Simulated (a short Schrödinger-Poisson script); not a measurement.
Stack: MOS inversion layer, Al2O3 on p-type Si(100), at 300 K.

```csv
layer,material,thickness (nm),Na (cm⁻³)
1,Al2O3,3.4,-
2,Si,600,5.2e17
```

Constants are typed, rounded textbook-type inputs, not results; the design itself was drawn at random and stands for no fabricated device. Al2O3: permittivity 9, conduction-band edge (eV) 2.7, gap (eV) 6.8, electron mass (mₑ) 0.3. Si: permittivity 11.7, conduction-band edge (eV) 0, gap (eV) 1.124, Nv at 300 K (cm⁻³) 3.1e19.

Channel valleys (confinement mass, in-plane density-of-states mass, number): Δ2 0.916, 0.19, 2; Δ4 0.19, 0.417, 4. At the gate the conduction-band edge of layer 1 lies 2.86 eV − eVg above the Fermi level of the channel; the field vanishes at the back. Gaps are held at their typed values at every temperature. Mesh 0.03 nm at interfaces.

From a short Schrödinger-Poisson script (our own, NumPy): 1D Poisson equation in equilibrium, electrons quantum, Hartree (BenDaniel-Duke, 12 states a valley, the channel's in-plane mass for all, wave functions free to enter the dielectric), parabolic valleys, classical holes, full ionisation, no traps, pinning or gate leakage.

Only gate voltages with over 1e8 electrons/cm² are shown.

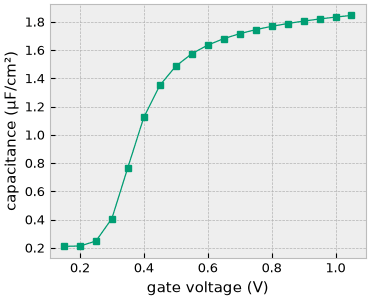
Fig. 1. Quasi-static capacitance against gate voltage

| Vg (V) | electrons (cm⁻²) | C (μF/cm²) | Δ2 E0 (meV) | Δ2 E1 (meV) | Δ4 E0 (meV) | Δ4 E1 (meV) |
|---|---|---|---|---|---|---|
| 0.15 | 3.63e8 | 0.210 | 255.8 | 319.7 | 305.5 | 410.5 |
| 0.2 | 1.95e9 | 0.213 | 211.9 | 277.0 | 262.4 | 369.7 |
| 0.25 | 1.04e10 | 0.248 | 168.3 | 234.7 | 219.8 | 329.1 |
| 0.3 | 5.02e10 | 0.407 | 127.0 | 194.7 | 179.4 | 290.8 |
| 0.35 | 1.84e11 | 0.769 | 92.8 | 162.0 | 146.3 | 259.6 |
| 0.4 | 4.53e11 | 1.12 | 68.6 | 139.7 | 123.5 | 238.6 |
| 0.45 | 8.24e11 | 1.35 | 51.9 | 125.2 | 108.6 | 225.2 |
| 0.5 | 1.26e12 | 1.49 | 39.8 | 115.3 | 98.1 | 216.3 |
| 0.55 | 1.73e12 | 1.57 | 30.2 | 108.0 | 90.3 | 209.9 |
| 0.6 | 2.22e12 | 1.64 | 22.3 | 102.3 | 84.1 | 205.0 |
| 0.65 | 2.74e12 | 1.68 | 15.5 | 97.8 | 79.0 | 201.2 |
| 0.7 | 3.26e12 | 1.72 | 9.5 | 94.0 | 74.7 | 198.2 |
| 0.75 | 3.80e12 | 1.74 | 4.1 | 90.8 | 70.9 | 195.6 |
| 0.8 | 4.35e12 | 1.77 | -0.9 | 88.0 | 67.6 | 193.4 |
| 0.85 | 4.90e12 | 1.79 | -5.5 | 85.5 | 64.5 | 191.5 |
| 0.9 | 5.46e12 | 1.81 | -9.8 | 83.3 | 61.8 | 189.9 |
| 0.95 | 6.03e12 | 1.82 | -13.9 | 81.4 | 59.2 | 188.5 |
| 1 | 6.60e12 | 1.83 | -17.7 | 79.6 | 56.9 | 187.2 |
| 1.05 | 7.17e12 | 1.85 | -21.4 | 77.9 | 54.7 | 186.0 |

Subbands count from the Fermi level.
